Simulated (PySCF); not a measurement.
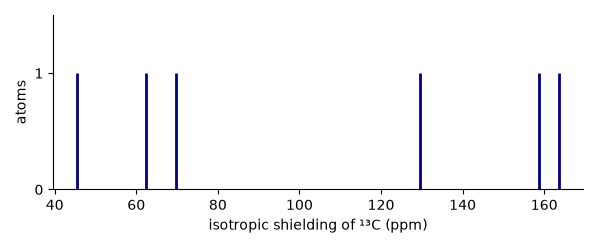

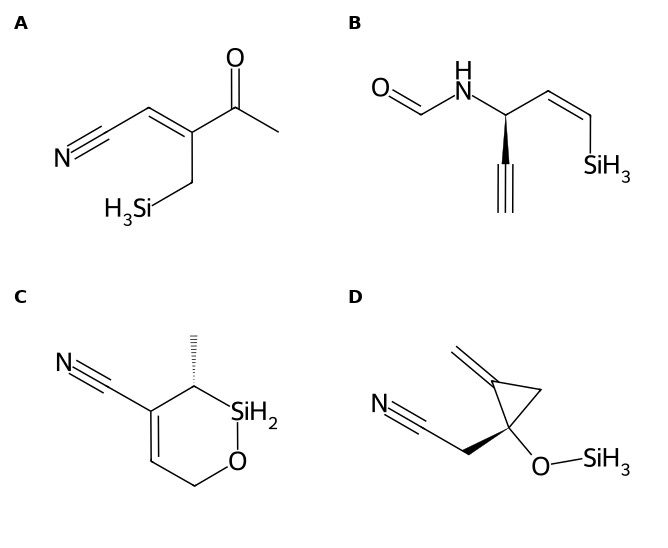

The sticks are computed shieldings of one of the molecules, for one fixed geometry (GFN2-xTB) without averaging over rotations. Low shielding means a high chemical shift. Method: GIAO PBE0/pcSseg-1 NMR shielding, non-relativistic, gas phase (PySCF 2.14.0).

**Match the spectrum to a structure.**

D, `C=C1C[C@]1(CC#N)O[SiH3]`. Its 6 C atoms give lines at 45.5, 62.3, 69.7, 129.6, 158.8, 163.5 ppm.

The geometry is semi-empirical. Around Si such bond lengths and angles can be off by a tenth of an ångström or more and by several degrees, and values that hang on the shape move with them.
